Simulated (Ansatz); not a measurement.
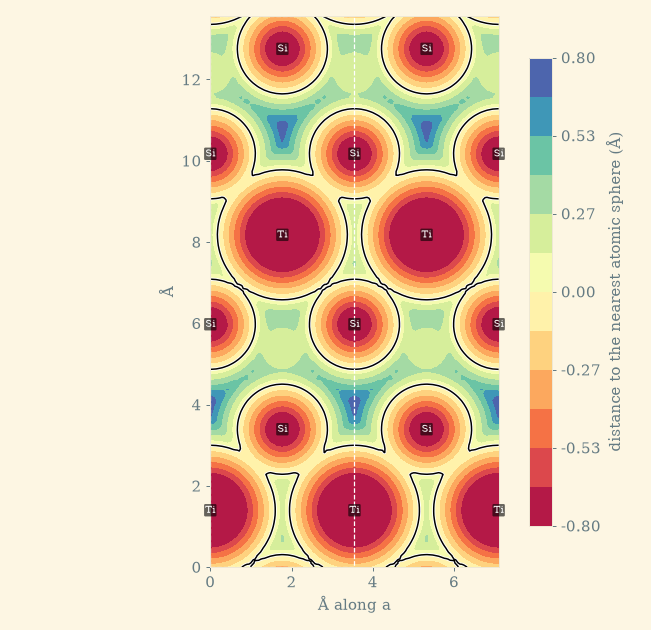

Map of the distance to the nearest atomic sphere in TiSi2 (Cmcm, No. 63), computed on the section z = 0.750 (parallel to a and b; the dashed line is one cell). The black line marks the spheres' surfaces; positive values are empty space; unlabelled circles belong to atoms above or below the section.

Atoms are hard spheres with covalent radii (Cordero): Ti 1.60 Å, Si 1.11 Å.

Source of the atomic positions: the end point of a relaxation with DFT PBE, scalar-relativistic, plane waves, PAW (Ansatz 0.2.0).

```
CELL_PARAMETERS angstrom
3.54844 0.00000 0.00000
0.00000 13.55800 0.00000
0.00000 0.00000 3.57859
ATOMIC_POSITIONS crystal
Ti 0.50000 0.60312 0.75000
Ti 0.00000 0.89688 0.25000
Si 0.50000 0.94077 0.75000
Si 0.00000 0.55923 0.25000
Si 0.00000 0.75023 0.75000
Si 0.50000 0.74977 0.25000
Ti 0.00000 0.10312 0.75000
Ti 0.50000 0.39688 0.25000
Si 0.00000 0.44077 0.75000
Si 0.50000 0.05923 0.25000
Si 0.50000 0.25023 0.75000
Si 0.00000 0.24977 0.25000
```

Where is the largest hole in this section, and how large is it?

At 0.000, 0.301, 0.750 (fractional), where the distance reaches 0.79 Å; it is enclosed by 5 Si (then 5 Ti). It is the largest hole of the crystal.

How much of the crystal lies outside the spheres?

About 34 % of the cell's volume, and 34 % of this section's area.

What can pass through?

The largest sphere that fits anywhere has a diameter of 1.58 Å; the largest that can travel through the crystal, about 0.6 Å.
